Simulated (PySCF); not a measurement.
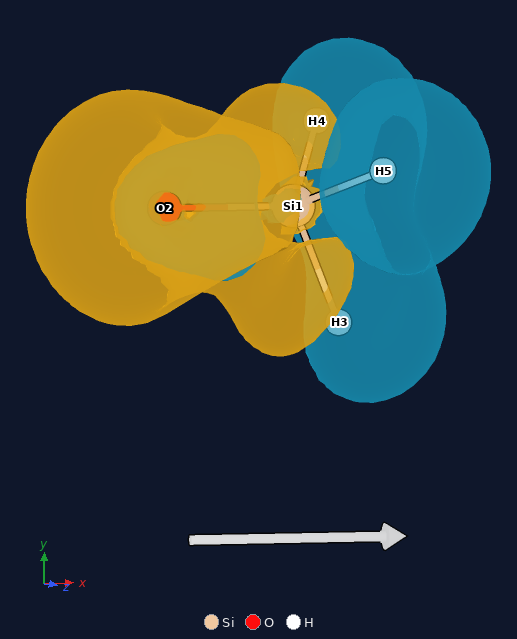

*H₃OSi, doublet, SMILES `[SiH3][O]`. Change of the electron density in a uniform field of 0.51 V/Å along +x (arrow), surfaces at ±0.002 e/Å³ (yellow: gain, teal: loss).*

Level of theory: B3LYP/def2-SVPD (PySCF), at a geometry from GFN2-xTB. No frequency check shows the geometry to be a minimum. The stability of the open-shell solution wasn't checked. GFN2-xTB doesn't know the spin state, so this open-shell geometry is rough.

The field was applied in both directions; the picture shows the one opposite to the script's first.

> How large is the response?

The induced dipole is 1.10 D (along the field); α along this axis, from the fields in both directions, is 42 bohr³ (6.2 Å³). The response isn't linear: the two directions induce 1.04 and 1.10 D.
